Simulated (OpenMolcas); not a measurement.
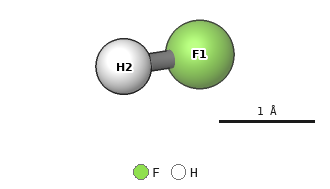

*The structure (ball-and-stick view, seen at a tilt; atoms are numbered from 1 in the order of the input).*

Bond lengths as drawn: F–H 0.92 Å.

## Single-point calculation of HF (part 1 of 2)

System: HF, multiplicity 3.
Method: revPBE/cc-pVTZ, UKS (OpenMolcas 26.06).

The geometry is that of the parent species in another charge or spin state. The geometry comes from this level: PBE0-D4/def2-TZVP.

### Input
```
&gateway
baslib = $CurrDir
coord
2
angstrom
F       -0.390000       0.144600      -0.196400
H        0.390000      -0.144600       0.196400
basis = cc-pVTZ
group = NoSym
&seward
gridinput
Grid=UltraFine
End of Grid
&scf
uhf
spin = 3
ksdft = revPBE
thresholds = 1e-10 1e-07 1e-07 1e-05
prorbitals = 1 2
```

Machine: 1 thread of Arm Neoverse V1, 24 GiB of memory available, shared host.

Launch command:
```bash
export MOLCAS_MEM=1860
pymolcas run.input > run.log
```

### Log
```
--- Start Module: gateway ---

                                              &GATEWAY

                       available to each process: 1.9 GB of memory, 1 thread

 Basis Set     1 Label: F.CC-PVTZ
 Basis set is read from library:.
 basistype.tbl is not found

 Basis Set     2 Label: H.CC-PVTZ
 Basis set is read from library:.
 basistype.tbl is not found

++    Symmetry information:
      ---------------------

                    Character Table for C1

                             E
                    a        1  x, y, xy, Rz, z, xz, Ry, yz, Rx, I
--

++    Basis set information:
      ----------------------

      Basis set label: F.CC-PVTZ.........

      Electronic valence basis set:
      ------------------
      Associated Effective Charge   9.000000 au
      Associated Actual Charge      9.000000 au
      Nuclear Model: Point charge

      Shell  nPrim  nBasis  Cartesian Spherical Contaminant
         s      10       4        X
         p       5       3        X
         d       2       2                 X
         f       1       1                 X

      Basis set label: H.CC-PVTZ.........

      Electronic valence basis set:
      ------------------
      Associated Effective Charge   1.000000 au
      Associated Actual Charge      1.000000 au
      Nuclear Model: Point charge

      Shell  nPrim  nBasis  Cartesian Spherical Contaminant
         s       5       3        X
         p       2       2        X
         d       1       1                 X
--

++    Molecular structure info:
      -------------------------

                    ************************************************
                    **** Cartesian Coordinates / bohr, angstrom ****
                    ************************************************

     Center  Label                x              y              z                     x              y              z
        1      F1              -0.736993       0.273254      -0.371142             -0.390000       0.144600      -0.196400
        2      H2               0.736993      -0.273254       0.371142              0.390000      -0.144600       0.196400
--

            Nuclear Potential Energy              5.17695231 au

--- Stop Module: gateway /rc=_RC_ALL_IS_WELL_ ---

--- Start Module: seward ---

                                              &SEWARD

                       available to each process: 1.9 GB of memory, 1 thread

               SEWARD will generate:
                  Multipole Moment integrals up to order  2
                  Kinetic Energy integrals
                  Nuclear Attraction integrals (point charge)
                  One-Electron Hamiltonian integrals
                  Velocity integrals
                  Orbital angular momentum around ( -0.6627   0.2457  -0.3337 )
                  Velocity quadrupole around ( -0.6627   0.2457  -0.3337 )
                  Two-Electron Repulsion integrals

                   Integrals are discarded if absolute value <: 1.00E-14
                   Integral cutoff threshold is set to       <: 1.00E-16

            Nuclear Potential Energy              5.17695231 au

      Basis set specifications :
      Symmetry species         a
      Basis functions           44

--- Stop Module: seward /rc=_RC_ALL_IS_WELL_ ---

--- Start Module: scf ---

                                                &SCF

                       available to each process: 1.9 GB of memory, 1 thread

++    Input section:
      --------------

      Header of the integral files:

      Cartesian coordinates in angstrom:
      -----------------------------------------------------
      No.  Label        X            Y            Z
      -----------------------------------------------------
       1   F1        -0.39000000   0.14460000  -0.19640000
       2   H2         0.39000000  -0.14460000   0.19640000
      -----------------------------------------------------
      Nuclear repulsion energy =    5.17695231
--

++    Orbital specifications:
      -----------------------

      Symmetry species               1
                                     a
      Frozen orbitals                0
      Start temperature = 0.500
      End temperature   = 0.010
      Temperature Factor= 0.460
      Deleted orbitals               0
      Total number of orbitals      44
      Number of basis functions     44
--

      Molecular charge                           0.000

      Numerical integration parameters
      --------------------------------
      Radial quadrature type:                         MHL
      Size of radial grid:                            99
      Lebedev angular grid:                           41
      Angular grid pruned with the crowding factor:  1.00E+10
                                 and fading factor:  1.00E+01
      Screening threshold for integral computation:   1.00E-11
      Radial quadrature accuracy:                     1.00E-25
      Maximum batch size:                             128
      AO values are stored on disk
      The same grid will be used for all iterations.

      DFT functional specifications
      -----------------------------
      Using Libxc version: 6.2.2
      Please cite the following reference:
      S. Lehtola, C. Steigemann, M. J.T. Oliveira, and M. A.L. Marques.,  SoftwareX 7, 1–5 (2018) doi:10.1016/j.softx.2017.11.002

      * Revised PBE from Zhang & Yang
        - Y. Zhang and W. Yang.,  Phys. Rev. Lett. 80, 890 (1998) doi:10.1103/PhysRevLett.80.890
      * Perdew, Burke & Ernzerhof
        - J. P. Perdew, K. Burke, and M. Ernzerhof.,  Phys. Rev. Lett. 77, 3865 (1996) doi:10.1103/PhysRevLett.77.3865
        - J. P. Perdew, K. Burke, and M. Ernzerhof.,  Phys. Rev. Lett. 78, 1396 (1997) doi:10.1103/PhysRevLett.78.1396

++    Optimization specifications:
      ----------------------------

      SCF Algorithm: Conventional USCF
      D(i)-D(i-1) density differences are used
      Number of density matrices in core                 5
      Maximum number of NDDO SCF iterations            400
      Maximum number of HF SCF iterations              400
      Threshold for SCF energy change             1.00E-10
      Threshold for density matrix                1.00E-07
      Threshold for Fock matrix                   1.00E-07
      Threshold for linear dependence             1.00E-09
      Threshold at which DIIS is turned on        1.50E-01
      Maximum depth in the DIIS procedure                5
      Maximum depth in the BFGS Hessian update          30
      Threshold at which QNR/C2DIIS is turned on  7.50E-02
      Threshold for Norm(delta) (QNR/C2DIIS)      1.00E-05
      All orbitals punched on: UHFORB
--

      Input vectors read from INPORB
      Orbital file label: *Guess orbitals

++ Convergence information
                               UHF REVPBE     iterations: Energy and convergence statistics

Iter     Tot. REVPBE     One-elec.       Two-elec.     Energy      Max Dij or  Max Fij      DNorm      TNorm      AccCon     Time
         Energy          Energy          Energy        Change      Delta Norm                                                in Sec.
   1   -99.489684281  -157.707581490    53.040944899   0.00E+00    7.45E-01*   1.87E+00*    7.35E+00   6.41E+01   None         0.
   2   -99.434242693  -158.072960348    53.461765346   5.54E-02*   7.45E-01*   3.93E-14     8.24E+00   6.40E+01   EDIIS        0.
   3   -99.902580433  -159.694121782    54.614589039  -4.68E-01*   1.66E-01*   1.15E-01*    6.90E+00   6.47E+01   EDIIS        0.
   4  -100.005896436  -157.108015253    51.925166507  -1.03E-01*   1.84E-01*   1.14E-01*    2.36E+00   6.34E+01   EDIIS        0.
   5  -100.016403145  -160.406995048    55.213639593  -1.05E-02*   4.95E-02*   6.64E-02*    1.57E+00   6.50E+01   EDIIS        0.
   6  -100.062772053  -158.288523888    53.048799525  -4.64E-02*   4.03E-02*   2.25E-02*    3.97E-01   6.40E+01   EDIIS        0.
   7  -100.062146524  -159.078584837    53.839486003   6.26E-04*   4.21E-03*   1.15E-02*    3.74E-01   6.44E+01   EDIIS        0.
   8  -100.064551332  -158.684902275    53.443398633  -2.40E-03*   4.51E-03*   1.79E-03*    3.70E-02   6.42E+01   EDIIS        0.
   9  -100.064547917  -158.621775363    53.380275136   3.42E-06*   8.39E-04*   8.42E-04*    3.19E-02   6.41E+01   EDIIS        0.
  10  -100.064562739  -158.653681942    53.412166893  -1.48E-05*   4.10E-04*   1.29E-04*    3.97E-03   6.41E+01   EDIIS        0.
  11  -100.064562756  -158.657141910    53.415626844  -1.72E-08*   5.61E-05*   6.29E-05*    2.46E-03   6.41E+01   EDIIS        0.
  12  -100.064562790  -158.654864723    53.413349622  -3.39E-08*   4.92E-05*   3.21E-05*    4.16E-04   6.41E+01   EDIIS        0.
  13  -100.064562790  -158.655854150    53.414339050   1.16E-10*   4.29E-06*   1.61E-05*    4.19E-04   6.41E+01   EDIIS        0.
  14  -100.064563665  -158.655346301    53.413830327  -8.75E-07*   3.18E-04*   4.01E-04*    1.34E-02   6.41E+01   EDIIS        0.
  15  -100.072788176  -158.686808734    53.437068249  -8.22E-03*   2.87E-02*   4.34E-02*    1.22E+00   6.41E+01   EDIIS        0.
  16  -100.075083558  -158.696078951    53.444043084  -2.30E-03*   2.84E-03*   5.17E-03*    1.15E-01   6.42E+01   EDIIS        0.

       Fermi aufbau procedure completed!
      nOcc(alpha)=    6
      nOcc(beta) =    4

  17  -100.075103066  -158.689416282    53.437360906  -1.95E-05*   4.95E-04*   3.78E-04*    1.25E-02   6.41E+01   c2DIIS       0.
  18  -100.075103217  -158.696500607    53.444445080  -1.51E-07*   1.24E-03*   2.44E-04*    4.09E-03   6.42E+01   QNRc2DIIS    0.
  19  -100.075103140  -158.687956104    53.435900654   7.72E-08*   6.61E-04*   2.99E-04*    4.16E-03   6.41E+01   QNRc2DIIS    0.
  20  -100.075103423  -158.692536830    53.440481097  -2.83E-07*   1.79E-05*   3.74E-06*    2.17E-03   6.42E+01   QNRc2DIIS    0.
  21  -100.075103423  -158.692549898    53.440494165  -6.97E-11    5.89E-06    1.26E-06*    7.10E-05   6.42E+01   QNRc2DIIS    0.
  22  -100.075103423  -158.692545012    53.440489279  -8.13E-12    8.49E-07    1.20E-07*    1.95E-05   6.42E+01   QNRc2DIIS    0.
  23  -100.075103423  -158.692545041    53.440489308  -2.84E-14    3.72E-06    9.77E-08     1.27E-06   6.42E+01   QNRc2DIIS    0.

       Convergence after  23 Iterations
--

 *****************************************************************************************************************************
 *                                             SCF/KS-DFT Program, Final results                                             *
 *                                                       Final Results                                                       *
 *****************************************************************************************************************************

::    Total KS-DFT energy                            -100.0751034232
      One-electron energy                            -158.6925450406
      Two-electron energy                              53.4404893076
      Nuclear repulsion energy                          5.1769523098
      Kinetic energy (interpolated)                   100.0947151109
      Virial theorem                                    0.9998040687
      Total spin, S(S+1)                                2.0012372386
      Total spin, S                                     1.0004123562
      Max non-diagonal density matrix element           0.0000036739
      Max non-diagonal Fock matrix element              0.0000001262

      All orbitals with orbital energies smaller than  E(LUMO)+0.5 are printed

++    Molecular orbitals:
      -------------------

      Title: UKS-DFT orbitals (alpha)

      Molecular orbitals for symmetry species 1: a

      Basis set list:
        1 F1     1s                 10 F1     2py                19 F1     3d0                28 F1     4f1+               37 H2     2py
        2 F1     1s                 11 F1     2pz                20 F1     3d1+               29 F1     4f2+               38 H2     2pz
        3 F1     1s                 12 F1     2pz                21 F1     3d1+               30 F1     4f3+               39 H2     2pz
        4 F1     1s                 13 F1     2pz                22 F1     3d2+               31 H2     1s                 40 H2     3d2-
        5 F1     2px                14 F1     3d2-               23 F1     3d2+               32 H2     1s                 41 H2     3d1-
        6 F1     2px                15 F1     3d2-               24 F1     4f3-               33 H2     1s                 42 H2     3d0
        7 F1     2px                16 F1     3d1-               25 F1     4f2-               34 H2     2px                43 H2     3d1+
        8 F1     2py                17 F1     3d1-               26 F1     4f1-               35 H2     2px                44 H2     3d2+
        9 F1     2py                18 F1     3d0                27 F1     4f0                36 H2     2py

  Index Energy  Occupation Coefficients ...

    1  -24.5454    1.0000          1 F1     1s     ( 0.995),

    2   -1.3421    1.0000          3 F1     1s     ( 0.978),

    3   -0.6859    1.0000          6 F1     2px    ( 0.792),    12 F1     2pz    ( 0.399),    32 H2     1s     ( 0.625),

    4   -0.6545    1.0000          9 F1     2py    ( 1.004),
```
